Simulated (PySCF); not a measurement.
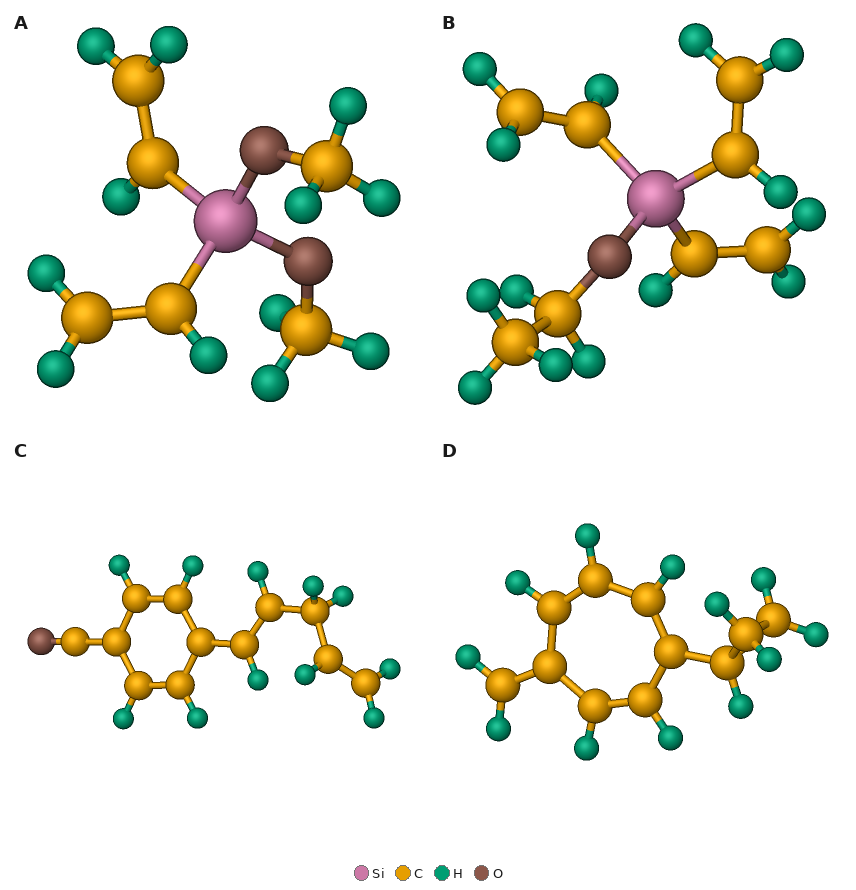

The picture comes from a calculation with PySCF.

> Which panel belongs to which SMILES?
(1) C=C[Si](C=C)(OC)OC
(2) C=C1C=CC=C(C2CC2)C=C1
(3) C=CC/C=C/c1ccc(C#[O+])cc1
(4) C=C[Si](C=C)(C=C)OCC

A is (1), B is (4), C is (3), D is (2).
